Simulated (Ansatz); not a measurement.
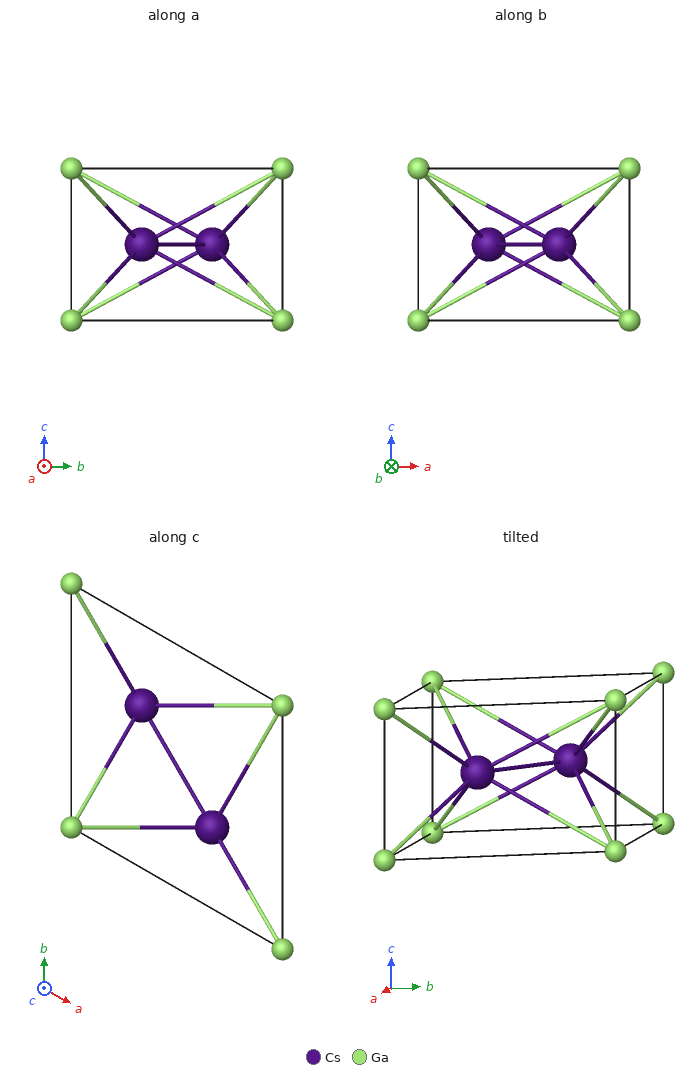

An orthographic ball-and-stick view of the structure, along the a axis, along the b axis, along the c axis and slightly off an axis. Atoms at the boundary of the conventional unit cell (the box) are drawn once for each face, edge or corner they touch.

Lattice parameters: a = 6.6459 Å, b = 6.6459 Å, c = 4.1453 Å, α = 90.000°, β = 90.000°, γ = 120.000°.

**Convert the drawing into a CIF in P1 with every atom of the cell.**

```cif
data_structure
_symmetry_space_group_name_H-M 'P 1'
_symmetry_Int_Tables_number 1
_cell_length_a 6.6459
_cell_length_b 6.6459
_cell_length_c 4.1453
_cell_angle_alpha 90.000
_cell_angle_beta 90.000
_cell_angle_gamma 120.000
_cell_volume 158.56
loop_
_atom_site_label
_atom_site_type_symbol
_atom_site_fract_x
_atom_site_fract_y
_atom_site_fract_z
_atom_site_occupancy
Cs1 Cs 0.3333 0.6667 0.5000 1
Cs2 Cs 0.6667 0.3333 0.5000 1
Ga1 Ga 0.0000 0.0000 0.0000 1
```

Origin of the cell: a textbook structure type filled with these elements (whether it is the usual form wasn't checked). Earlier steps of the study may have refined or changed the cell and positions. It was run through Ansatz as a DFT input.
